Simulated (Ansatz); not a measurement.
**C₃H₆OSi: up Jacob's ladder to CCSD(T)**

Aim: compute C₃H₆OSi with functionals from several rungs and with coupled cluster. The yardstick is the atomisation energy at the CCSD(T) limit.

The runs use Ansatz 0.2.0, Gaussian basis; functionals in def2-TZVPP, the program's frozen cores in correlated methods.

Levels to be run: PBE-D4, r2SCAN-D4, PBE0-D4, B3LYP-D4, ωB97X-V, ωB97M-V, B2PLYP; CCSD(T)/def2-TZVPP; MP2/def2-QZVPP; extrapolation to the limit.

### Step 1. The relaxed structure

The geometry comes from an earlier relaxation with PBE0-D4 in a triple-zeta def2 set; it is a stationary point, not always the lowest conformer.

SMILES `[SiH3]OC1=CC1`, 11 atoms, charge 0, spin multiplicity 1.

Atoms are counted from 1 here; the program's logs count them from 0.

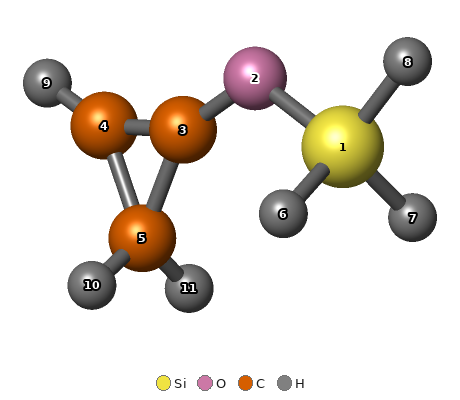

The geometry (silicon yellow, oxygen pink, carbon orange, hydrogen grey); atoms are numbered from 1 in the order of the file.

### Step 2. PBE-D4 (GGA)

File in.yaml:

```yaml
crystal:
  periodic: [false, false, false]
  atoms:
    - {symbol: Si, position_ang: [-1.575366, -1.133217, -0.246542]}
    - {symbol: O, position_ang: [-0.634915, -0.447087, 0.953450]}
    - {symbol: C, position_ang: [0.419132, 0.298039, 0.657663]}
    - {symbol: C, position_ang: [1.412882, 1.009939, 1.052795]}
    - {symbol: C, position_ang: [1.221568, 0.852870, -0.456057]}
    - {symbol: H, position_ang: [-2.164025, -0.076277, -1.104132]}
    - {symbol: H, position_ang: [-0.759248, -2.054180, -1.074147]}
    - {symbol: H, position_ang: [-2.627355, -1.869245, 0.485907]}
    - {symbol: H, position_ang: [2.029855, 1.459185, 1.808977]}
    - {symbol: H, position_ang: [0.842399, 1.695709, -1.039107]}
    - {symbol: H, position_ang: [1.900572, 0.207164, -1.018306]}
basis:
  gaussian: {orbitals: def2-TZVPP}
hamiltonian: {xc: pbe, dispersion: d4}
output: {forces: true, orbitals: {seedname: orbitals}}
```

The run is started by

```console
> ansatz run in.yaml --threads 4 --pin off --events-out ev --progress --plain --max-ram 10444MiB
```

The runs that follow: r2SCAN-D4 (meta-GGA); PBE0-D4 (hybrid); B3LYP-D4 (hybrid); ωB97X-V (range-separated); ωB97M-V (range-separated); B2PLYP (double hybrid); CCSD(T) in def2-TZVPP; MP2 in def2-QZVPP.

Before running them: what should the planned runs give, taken together? Wanted: atomisation energy, CCSD(T)/CBS; farthest; mean size of error, hybrid; mean size of error, range-separated; gap, smallest and largest; T1 diagnostic; triples share of the correlation energy.

The runs gave:

| quantity | value |
| --- | --- |
| atomisation energy, CCSD(T)/CBS | 1012.9 kcal/mol |
| functionals within 5.1 kcal/mol (0.5 %) | B3LYP-D4, ωB97X-V, ωB97M-V |
| farthest | PBE-D4 (+26.1 kcal/mol) |
| mean size of error, hybrid | 3.5 kcal/mol |
| mean size of error, range-separated | 4.7 kcal/mol |
| gap, smallest and largest | 4.57 eV (PBE-D4), 10.93 eV (ωB97X-V) |
| T1 diagnostic | 0.0118 |
| triples share of the correlation energy | 4.2 % |

In words: PBE-D4 misses by +26.1 kcal/mol. Double hybrids carry the basis error of their MP2 part in triple zeta, and no dispersion term here, so their miss is partly the set-up's. The reference freezes the cores and leaves out relativity and excitations past (T), so misses under about 5.1 kcal/mol can't be ranked. Hartree-Fock recovers 72 % of the binding; the rest is correlation. Orbital gaps span 4.6 to 10.9 eV; exact exchange widens them.
